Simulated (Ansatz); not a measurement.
# H₃NOS₂W: a spread of methods and bases

Aim: run H₃NOS₂W under a spread of inputs, and see what each costs and gives.

Computed with Ansatz 0.2.0, Gaussian basis. Level: the settings change from run to run.

## Step 1: The relaxed structure

An earlier PBE0-D4 in a triple-zeta def2 set relaxation fixed the geometry. W takes a core potential in def2 sets; no spin-orbit term is included.

SMILES `[NH2][W]([OH])(=[S])=[S]`, 8 atoms, charge 0, spin multiplicity 1.

Atoms are counted from 1 here; the program's logs count them from 0.

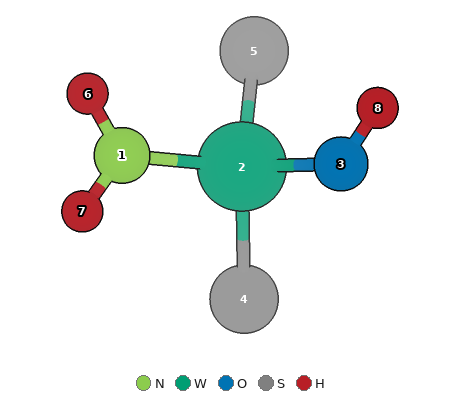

The structure; nitrogen green, tungsten teal, oxygen blue, sulfur grey, hydrogen red; atoms are numbered from 1 in the order of the file.

## Step 2: PBE-QIDH/def2-SVPD

Contents of in.yaml:

```yaml
crystal:
  periodic: [false, false, false]
  atoms:
    - {symbol: N, position_ang: [-0.890546, 0.896865, 0.703776]}
    - {symbol: W, position_ang: [0.110992, -0.220384, -0.498359]}
    - {symbol: O, position_ang: [1.006707, -1.566973, 0.460717]}
    - {symbol: S, position_ang: [-1.269412, -1.135671, -1.834071]}
    - {symbol: S, position_ang: [1.510715, 1.016306, -1.514630]}
    - {symbol: H, position_ang: [-0.542909, 1.764665, 1.082905]}
    - {symbol: H, position_ang: [-1.865308, 0.751412, 0.919474]}
    - {symbol: H, position_ang: [1.939762, -1.506220, 0.680188]}
basis:
  gaussian: {orbitals: def2-SVPD}
hamiltonian: {xc: {name: PBE-QIDH}}
output: {forces: true}
```

Command:

```bash
> ansatz run in.yaml --threads 4 --pin off --events-out ev --progress --plain --max-ram 10444MiB
```

What it wrote, cut to the lines that bear on the results:

```text
Functional definition: PBE-QIDH
  name "PBE-QIDH"
  cite "Brémond, Sancho-García, Pérez-Jiménez & Adamo, J. Chem. Phys. 141, 031101 (2014) doi:10.1063/1.4890314"
  cite "Perdew, Burke & Ernzerhof, Phys. Rev. Lett. 77, 3865 (1996) doi:10.1103/PhysRevLett.77.3865"
[...]
1462 factors; integrals over basis functions are off by at most 1.1e-3 eV
[...]
mean field -27044.81281739 eV, -993.8785394067 hartree, gradient 6.0e-6 eV, S^2 0.000000; 0 other end points of the search recorded, 0 dependent functions left out
12 core orbitals not correlated: weight in the atoms' cores, before any rotation towards them, 1.000 or more for the frozen orbitals, at most 0.000 for the correlated occupied ones
reference -27044.81283554 eV, -993.8785400734 hartree; 20, 20 occupied and 124, 124 virtual orbitals, 1462 factors
second order -33.66438446 eV of doubles, -0.00000000 eV of singles
[...]
Total energy: -27056.03429702 eV, -994.2909211769 hartree
Atom 0 at    -0.890546     0.896865     0.703776 Å, force    -0.063464     0.084463    -0.015682 eV/Å
Atom 1 at     0.110992    -0.220384    -0.498359 Å, force    -0.089602     0.045858     0.320762 eV/Å
Atom 2 at     1.006707    -1.566973     0.460717 Å, force     0.267458    -0.241673     0.137326 eV/Å
Atom 3 at    -1.269412    -1.135671    -1.834071 Å, force    -0.258766    -0.142305    -0.298919 eV/Å
Atom 4 at     1.510715     1.016306    -1.514630 Å, force     0.236344     0.239418    -0.239996 eV/Å
Atom 5 at    -0.542909     1.764665     1.082905 Å, force     0.041652     0.089358     0.045412 eV/Å
Atom 6 at    -1.865308     0.751412     0.919474 Å, force    -0.104005    -0.021832     0.028908 eV/Å
Atom 7 at     1.939762    -1.506220     0.680188 Å, force    -0.029617    -0.053286     0.022189 eV/Å
Dipole moment:     0.035913     0.275824     0.658521 e Å
```

It took 13 s on 4 threads of Arm Neoverse V1, shared host; peak memory 0.58 GiB.

Largest force 0.420 eV/Å, dipole 3.43 D.

## Step 3: CAM-B3LYP/ANO-RCC-VTZP

Set apart from the defaults: unrestricted orbitals, D4 dispersion.

Changes to in.yaml since step 2:

```diff
@@ -12,4 +12,4 @@
 basis:
-  gaussian: {orbitals: def2-SVPD}
-hamiltonian: {xc: {name: PBE-QIDH}}
-output: {forces: true}
+  gaussian: {orbitals: ANO-RCC-VTZP}
+magnetization: {spin_polarized: true, initial_magnetization: 0}
+hamiltonian: {xc: {name: CAM-B3LYP}, dispersion: d4}
```

The command is unchanged.

What it wrote, cut to the lines that bear on the results:

```text
Functional definition: CAM-B3LYP
  name "CAM-B3LYP"
  cite "Yanai, Tew & Handy, Chem. Phys. Lett. 393, 51 (2004) doi:10.1016/j.cplett.2004.06.011"
  cite "Iikura, Tsuneda, Yanai & Hirao, J. Chem. Phys. 115, 3540 (2001) doi:10.1063/1.1383587"
  cite "Becke, Phys. Rev. A 38, 3098 (1988) doi:10.1103/PhysRevA.38.3098"
  cite "Lee, Yang & Parr, Phys. Rev. B 37, 785 (1988) doi:10.1103/PhysRevB.37.785"
  cite "Vosko, Wilk & Nusair, Can. J. Phys. 58, 1200 (1980) doi:10.1139/p80-159"
[...]
  # Exact exchange under (alpha + beta erf(omega r))/r, Becke's under what is left of 1/r.
[...]
2531 factors; their error is unknown
433 factors; integrals over basis functions are off by at most 1.3e-5 eV
[...]
mean field -464691.79703757 eV, -17077.1085617177 hartree, gradient 9.9e-6 eV, S^2 0.000000; 0 other end points of the search recorded, 0 dependent functions left out
reference -464691.79719124 eV, -17077.1085673651 hartree; 62, 62 occupied and 212, 212 virtual orbitals, 2531 factors
Total energy: -464692.04527198 eV, -17077.1176841641 hartree
Relativity: scalar
```

It took 53 s on 4 threads of Arm Neoverse V1, shared host; peak memory 2.8 GiB.

⟨S²⟩ 0.000.

## Step 4: SVWN5/def2-mTZVP

This run has charge +1, multiplicity 2.

Changes to in.yaml since step 3:

```diff
@@ -12,4 +12,6 @@
 basis:
-  gaussian: {orbitals: ANO-RCC-VTZP}
-magnetization: {spin_polarized: true, initial_magnetization: 0}
-hamiltonian: {xc: {name: CAM-B3LYP}, dispersion: d4}
+  gaussian: {orbitals: def2-mTZVP}
+total_charge: 1
+magnetization: {spin_polarized: true, initial_magnetization: 1}
+hamiltonian: {xc: {name: SVWN5}}
+output: {forces: true}
```

The command is unchanged.

What it wrote, cut to the lines that bear on the results:

```text
Functional definition: SVWN5
  name "SVWN5"
  cite "Dirac, Proc. Camb. Phil. Soc. 26, 376 (1930) doi:10.1017/S0305004100016108"
  cite "Slater, Phys. Rev. 81, 385 (1951) doi:10.1103/PhysRev.81.385"
  cite "Vosko, Wilk & Nusair, Can. J. Phys. 58, 1200 (1980) doi:10.1139/p80-159"
[...]
1216 factors; their error is unknown
[...]
mean field -26976.40661273 eV, -991.3646577527 hartree, gradient 5.9e-6 eV, S^2 0.756220; 8 other end points of the search recorded, 0 dependent functions left out
[...]
reference -26976.40665075 eV, -991.3646591500 hartree; 32, 31 occupied and 100, 101 virtual orbitals, 1216 factors
Total energy: -26976.40665075 eV, -991.3646591500 hartree
Atom 0 at    -0.890546     0.896865     0.703776 Å, force     0.825497    -0.912321    -1.055621 eV/Å
Atom 1 at     0.110992    -0.220384    -0.498359 Å, force     0.254335    -0.118801     2.436133 eV/Å
Atom 2 at     1.006707    -1.566973     0.460717 Å, force    -1.427331     0.676387    -0.669252 eV/Å
Atom 3 at    -1.269412    -1.135671    -1.834071 Å, force    -0.628319    -0.442901    -1.000462 eV/Å
Atom 4 at     1.510715     1.016306    -1.514630 Å, force     0.331324     0.431705    -0.688976 eV/Å
Atom 5 at    -0.542909     1.764665     1.082905 Å, force     0.294467     0.659760     0.417995 eV/Å
Atom 6 at    -1.865308     0.751412     0.919474 Å, force    -0.788200    -0.109768     0.212886 eV/Å
Atom 7 at     1.939762    -1.506220     0.680188 Å, force     1.138228    -0.184060     0.347298 eV/Å
Dipole moment:     0.007374     0.341365     0.292247 e Å
```

Wall time 4.8 s (4 threads of Arm Neoverse V1, shared host).

Largest force 2.452 eV/Å, ⟨S²⟩ 0.756.

## Step 5: revPBE/def2-SVPD

Set apart from the defaults: the search for lower states set to light.

Changes to in.yaml since step 4:

```diff
@@ -12,6 +12,5 @@
 basis:
-  gaussian: {orbitals: def2-mTZVP}
-total_charge: 1
-magnetization: {spin_polarized: true, initial_magnetization: 1}
-hamiltonian: {xc: {name: SVWN5}}
+  gaussian: {orbitals: def2-SVPD}
+hamiltonian: {xc: {name: revPBE}}
+scf: {lower_state_search: light}
 output: {forces: true}
```

The command is unchanged.

What it wrote, cut to the lines that bear on the results:

```text
Functional definition: revPBE
  name "revPBE"
  cite "Zhang & Yang, Phys. Rev. Lett. 80, 890 (1998) doi:10.1103/PhysRevLett.80.890"
  cite "Perdew, Burke & Ernzerhof, Phys. Rev. Lett. 77, 3865 (1996) doi:10.1103/PhysRevLett.77.3865"
[...]
1408 factors; their error is unknown
[...]
mean field -27075.60184919 eV, -995.0100154558 hartree, gradient 5.2e-5 eV, S^2 0.000000; 0 other end points of the search recorded, 0 dependent functions left out
[...]
reference -27075.60191903 eV, -995.0100180222 hartree; 32, 32 occupied and 124, 124 virtual orbitals, 1408 factors
Total energy: -27075.60191903 eV, -995.0100180222 hartree
Atom 0 at    -0.890546     0.896865     0.703776 Å, force    -0.053915     0.055245     0.065641 eV/Å
Atom 1 at     0.110992    -0.220384    -0.498359 Å, force    -0.070942     0.104654     0.280503 eV/Å
Atom 2 at     1.006707    -1.566973     0.460717 Å, force    -0.101200    -0.762242     0.340417 eV/Å
Atom 3 at    -1.269412    -1.135671    -1.834071 Å, force    -0.744338    -0.489961    -0.732878 eV/Å
Atom 4 at     1.510715     1.016306    -1.514630 Å, force     0.726602     0.657087    -0.559871 eV/Å
Atom 5 at    -0.542909     1.764665     1.082905 Å, force     0.191108     0.515426     0.258855 eV/Å
Atom 6 at    -1.865308     0.751412     0.919474 Å, force    -0.581434    -0.073737     0.161370 eV/Å
Atom 7 at     1.939762    -1.506220     0.680188 Å, force     0.634119    -0.006472     0.185963 eV/Å
Dipole moment:     0.035252     0.250883     0.715826 e Å
```

Run time: 2.6 s. Hardware: 4 threads of Arm Neoverse V1, shared host.

Largest force 1.154 eV/Å, dipole 3.65 D.

## Step 6: SVWN5/def2-TZVPD

Set apart from the defaults: density fitting with def2-universal-jkfit.

Changes to in.yaml since step 5:

```diff
@@ -12,5 +12,3 @@
 basis:
-  gaussian: {orbitals: def2-SVPD}
-hamiltonian: {xc: {name: revPBE}}
-scf: {lower_state_search: light}
-output: {forces: true}
+  gaussian: {orbitals: def2-TZVPD, fitting: {mean_field: def2-universal-jkfit}}
+hamiltonian: {xc: {name: SVWN5}}
```

Same command.

What it wrote:

```text
Functional definition: SVWN5
  name "SVWN5"
  cite "Dirac, Proc. Camb. Phil. Soc. 26, 376 (1930) doi:10.1017/S0305004100016108"
  cite "Slater, Phys. Rev. 81, 385 (1951) doi:10.1103/PhysRev.81.385"
  cite "Vosko, Wilk & Nusair, Can. J. Phys. 58, 1200 (1980) doi:10.1139/p80-159"
  exchange = slater_x
  correlation = vwn5_c
691 factors; integrals over basis functions are off by at most 8.8e-1 eV
mean field evaluation 1: about -26970.5832 eV, gradient 9.6e1 eV
mean field evaluation 2: about -26821.4293 eV, gradient 2.5e2 eV
mean field evaluation 4: about -26983.6870 eV, gradient 3.8e1 eV
mean field evaluation 8: about -26986.9778 eV, gradient 1.7e0 eV
mean field evaluation 16: about -26986.9853 eV, gradient 5.2e-4 eV
mean field -26986.98533877 eV, -991.7534187642 hartree, gradient 3.1e-5 eV, S^2 0.000000; 0 other end points of the search recorded, 0 dependent functions left out
reference -26986.98541196 eV, -991.7534214540 hartree; 32, 32 occupied and 207, 207 virtual orbitals, 691 factors
Total energy: -26986.98541196 eV, -991.7534214540 hartree
```

It took 1.8 s on 4 threads of Arm Neoverse V1, shared host.

## Step 7: wB97X/def2-mTZVPP

Options: charge +1, multiplicity 2, restricted open-shell orbitals, high accuracy.

Changes to in.yaml since step 6:

```diff
@@ -12,3 +12,7 @@
 basis:
-  gaussian: {orbitals: def2-TZVPD, fitting: {mean_field: def2-universal-jkfit}}
-hamiltonian: {xc: {name: SVWN5}}
+  gaussian: {orbitals: def2-mTZVPP}
+total_charge: 1
+magnetization: {spin_polarized: false, initial_magnetization: 1}
+hamiltonian: {xc: {name: wB97X}}
+accuracy: high
+output: {forces: true}
```

The command is unchanged.

What it wrote, cut to the lines that bear on the results:

```text
Functional definition: wB97X
  name "wB97X"
  cite "Chai & Head-Gordon, J. Chem. Phys. 128, 084106 (2008) doi:10.1063/1.2834918"
  cite "Becke, J. Chem. Phys. 107, 8554 (1997) doi:10.1063/1.475007"
[...]
  # The coefficients of nought are those of the uniform gas.
[...]
      + exact_x_lr(omega)
[...]
      + integral(e_c_pw_opposite_spin*poly(b97_u_opposite, 1, cos1, cos2, cos3, cos4))
2978 factors; integrals over basis functions are off by at most 5.3e-9 eV
529 factors; integrals over basis functions are off by at most 2.4e-9 eV
[...]
mean field -27078.10195206 eV, -995.1018925416 hartree, gradient 7.2e-8 eV, S^2 0.750000; 5 other end points of the search recorded, 0 dependent functions left out
[...]
reference -27078.10194923 eV, -995.1018924376 hartree; 32, 31 occupied and 121, 122 virtual orbitals, 2978 factors
Total energy: -27078.10194923 eV, -995.1018924376 hartree
Atom 0 at    -0.890546     0.896865     0.703776 Å, force     0.550972    -0.514227    -0.627096 eV/Å
Atom 1 at     0.110992    -0.220384    -0.498359 Å, force     1.642238     1.127412     2.477187 eV/Å
Atom 2 at     1.006707    -1.566973     0.460717 Å, force    -0.569989     0.789108    -0.460030 eV/Å
Atom 3 at    -1.269412    -1.135671    -1.834071 Å, force    -1.162820    -0.784611    -1.716874 eV/Å
Atom 4 at     1.510715     1.016306    -1.514630 Å, force    -0.627460    -0.444098    -0.066725 eV/Å
Atom 5 at    -0.542909     1.764665     1.082905 Å, force     0.023082     0.183857     0.084261 eV/Å
Atom 6 at    -1.865308     0.751412     0.919474 Å, force    -0.180896    -0.056331     0.140246 eV/Å
Atom 7 at     1.939762    -1.506220     0.680188 Å, force     0.324875    -0.301110     0.169030 eV/Å
Dipole moment:    -0.094346     0.264707     0.242856 e Å
```

It took 2.6 min on 4 threads of Arm Neoverse V1, shared host; peak memory 1.9 GiB.

Largest force 3.179 eV/Å.

## Step 8: CCSD/def2-mTZVPP

Changes to in.yaml since step 7:

```diff
@@ -13,6 +13,3 @@
   gaussian: {orbitals: def2-mTZVPP}
-total_charge: 1
-magnetization: {spin_polarized: false, initial_magnetization: 1}
-hamiltonian: {xc: {name: wB97X}}
-accuracy: high
-output: {forces: true}
+hamiltonian: {xc: {name: HF}}
+correlation: {method: ccsd}
```

The command is unchanged.

What it wrote, cut to the lines that bear on the results:

```text
Functional definition: HF
  name "HF"
  cite "Fock, Z. Phys. 61, 126 (1930) doi:10.1007/BF01340294"
  parent pbe
[...]
1470 factors; integrals over basis functions are off by at most 1.2e-3 eV
[...]
mean field -27012.21932957 eV, -992.6807508218 hartree, gradient 1.2e-6 eV, S^2 0.000000; 0 other end points of the search recorded, 0 dependent functions left out
12 core orbitals not correlated: weight in the atoms' cores, before any rotation towards them, 1.000 or more for the frozen orbitals, at most 0.000 for the correlated occupied ones
reference -27012.21932957 eV, -992.6807508218 hartree; 20, 20 occupied and 121, 121 virtual orbitals, 1470 factors
second order -29.31579368 eV of doubles, -0.00000000 eV of singles
cycle   1  -26.85653812 eV  change     2.5e0 eV  update   2.5e-1
[...]
cycle  12  -28.38781931 eV  change    2.0e-5 eV  update   1.5e-5
Total energy: -27040.60714888 eV, -993.7239839396 hartree
```

It took 20 s on 4 threads of Arm Neoverse V1, shared host; peak memory 1.4 GiB.

T1 0.017.

## Step 9: CAM-B3LYP/def2-mTZVPP

This run has charge -1, multiplicity 2, atoms shaken by 0.15 Å.

Contents of in.yaml:

```yaml
crystal:
  periodic: [false, false, false]
  atoms:
    - {symbol: N, position_ang: [-0.605623, 0.813611, 0.614041]}
    - {symbol: W, position_ang: [0.139725, -0.102086, -0.750740]}
    - {symbol: O, position_ang: [1.111731, -1.610883, 0.437884]}
    - {symbol: S, position_ang: [-1.094536, -1.309275, -1.584533]}
    - {symbol: S, position_ang: [1.422947, 0.912631, -1.529709]}
    - {symbol: H, position_ang: [-0.586059, 1.918977, 1.181092]}
    - {symbol: H, position_ang: [-1.933615, 0.666616, 0.879881]}
    - {symbol: H, position_ang: [1.782451, -1.305998, 0.601241]}
basis:
  gaussian: {orbitals: def2-mTZVPP}
total_charge: -1
magnetization: {spin_polarized: true, initial_magnetization: 1}
hamiltonian: {xc: {name: CAM-B3LYP}}
```

Launched as before.

What it wrote, cut to the lines that bear on the results:

```text
Functional definition: CAM-B3LYP
  name "CAM-B3LYP"
  cite "Yanai, Tew & Handy, Chem. Phys. Lett. 393, 51 (2004) doi:10.1016/j.cplett.2004.06.011"
  cite "Iikura, Tsuneda, Yanai & Hirao, J. Chem. Phys. 115, 3540 (2001) doi:10.1063/1.1383587"
  cite "Becke, Phys. Rev. A 38, 3098 (1988) doi:10.1103/PhysRevA.38.3098"
  cite "Lee, Yang & Parr, Phys. Rev. B 37, 785 (1988) doi:10.1103/PhysRevB.37.785"
  cite "Vosko, Wilk & Nusair, Can. J. Phys. 58, 1200 (1980) doi:10.1139/p80-159"
[...]
  # Exact exchange under (alpha + beta erf(omega r))/r, Becke's under what is left of 1/r.
[...]
1346 factors; their error is unknown
438 factors; integrals over basis functions are off by at most 9.5e-6 eV
[...]
mean field -27076.94170322 eV, -995.0592541830 hartree, gradient 1.0e-5 eV, S^2 0.766810; 6 other end points of the search recorded, 0 dependent functions left out
reference -27076.94182686 eV, -995.0592587266 hartree; 33, 32 occupied and 120, 121 virtual orbitals, 1346 factors
Total energy: -27076.94182686 eV, -995.0592587266 hartree
```

Wall time 22 s (4 threads of Arm Neoverse V1, shared host); peak memory 0.97 GiB.

⟨S²⟩ 0.767.

## Step 10: All runs side by side

| level | charge | multiplicity | geometry | functions | energy (eV) | time |
| --- | --- | --- | --- | --- | --- | --- |
| PBE-QIDH/def2-SVPD | 0 | 1 | relaxed | 156 | -27056.034 | 13 s |
| CAM-B3LYP/ANO-RCC-VTZP | 0 | 1 | relaxed | 274 | -464692.045 | 53 s |
| SVWN5/def2-mTZVP | 1 | 2 | relaxed | 132 | -26976.407 | 4.8 s |
| revPBE/def2-SVPD | 0 | 1 | relaxed | 156 | -27075.602 | 2.6 s |
| SVWN5/def2-TZVPD | 0 | 1 | relaxed | 239 | -26986.985 | 1.8 s |
| wB97X/def2-mTZVPP | 1 | 2 | relaxed | 153 | -27078.102 | 2.6 min |
| CCSD/def2-mTZVPP | 0 | 1 | relaxed | 153 | -27040.607 | 20 s |
| CAM-B3LYP/def2-mTZVPP | -1 | 2 | shaken | 153 | -27076.942 | 22 s |

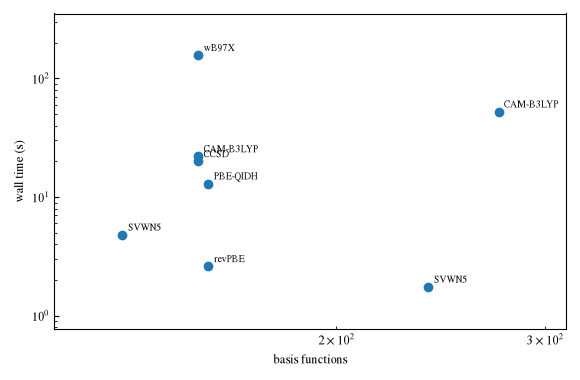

Wall time against the number of basis functions (shared host).

## Step 11: Results

| quantity | value |
| --- | --- |
| runs | 8 |
| quickest | SVWN5/def2-TZVPD, 1.8 s |
| slowest | wB97X/def2-mTZVPP, 2.6 min |
| spread of total energies, same state and geometry | 437705.1 eV |
| dipole, same state and geometry | 3.43 to 3.65 D |

Run time spans a factor of 90, from SVWN5/def2-TZVPD to wB97X/def2-mTZVPP. The jobs differ in tasks and options as well as level. The totals spread over 437705 eV; they can't be compared across methods or bases. Some of these runs are scalar-relativistic and others not, which shifts the totals of all-electron atoms past neon by eV; core potentials, where a basis has them, take the core out of the total altogether. At the PBE0-D4/def2-TZVP geometry and in the same state, runs without warnings or point charges leave forces up to 1.15 eV/Å (revPBE/def2-SVPD).
